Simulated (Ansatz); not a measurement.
Relaxed Ga$_{2}$O$_{3}$ (beta-Ga2O3 type, space group C2/m):

```yaml
crystal:
  lattice:
    - [6.22762, -1.54173, 0.00000]
    - [6.22762, 1.54173, 0.00000]
    - [-1.39233, 0.00000, 5.71032]
  atoms:
    - { symbol: Ga, position: [0.08991, 0.08991, 0.79470] }
    - { symbol: Ga, position: [0.91009, 0.91009, 0.20530] }
    - { symbol: Ga, position: [0.65850, 0.65850, 0.31416] }
    - { symbol: Ga, position: [0.34150, 0.34150, 0.68584] }
    - { symbol: O, position: [0.16349, 0.16349, 0.10919] }
    - { symbol: O, position: [0.83651, 0.83651, 0.89081] }
    - { symbol: O, position: [0.17371, 0.17371, 0.56436] }
    - { symbol: O, position: [0.82629, 0.82629, 0.43564] }
    - { symbol: O, position: [0.49603, 0.49603, 0.25671] }
    - { symbol: O, position: [0.50397, 0.50397, 0.74329] }
```

The atoms are displaced by Q × the pattern below (from a DFPT mode at Γ, largest move 1; Q in Å), at fixed cell.

```json
[
 {"atom": "Ga1", "x": "-0.018", "y": "0.000", "z": "0.364"},
 {"atom": "Ga2", "x": "-0.018", "y": "0.000", "z": "0.364"},
 {"atom": "Ga3", "x": "-0.232", "y": "0.000", "z": "-0.352"},
 {"atom": "Ga4", "x": "-0.232", "y": "0.000", "z": "-0.352"},
 {"atom": "O5", "x": "1.000", "y": "0.000", "z": "0.028"},
 {"atom": "O6", "x": "1.000", "y": "0.000", "z": "0.028"},
 {"atom": "O7", "x": "-0.084", "y": "0.000", "z": "-0.027"},
 {"atom": "O8", "x": "-0.084", "y": "0.000", "z": "-0.027"},
 {"atom": "O9", "x": "0.177", "y": "0.000", "z": "-0.052"},
 {"atom": "O10", "x": "0.177", "y": "0.000", "z": "-0.052"}
]
```

Level of theory: PBE (plane waves to 420 eV, PAW, scalar-relativistic; Ansatz, a first-principles code). k mesh 11×11×6 (Γ-centred), Fermi-Dirac smearing 0.05 eV. Energies are smeared free energies. Ga2O3 was relaxed with its symmetry unable to fall. The zero of ΔE is the undisplaced structure.

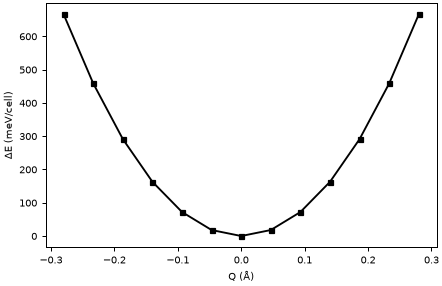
Figure: ΔE (meV/cell) against Q (Å); markers are the computed points, lines only join them.

Q: What is the energy change at Q = 0.280 Å?

A: About 670 meV/cell.

Q: What harmonic wavenumber does the curvature at Q = 0 give?

A: About 240 cm⁻¹.

(A displaced cell: forces are minus the slopes of the energy, force constants its curvatures, and phonons follow from these.)
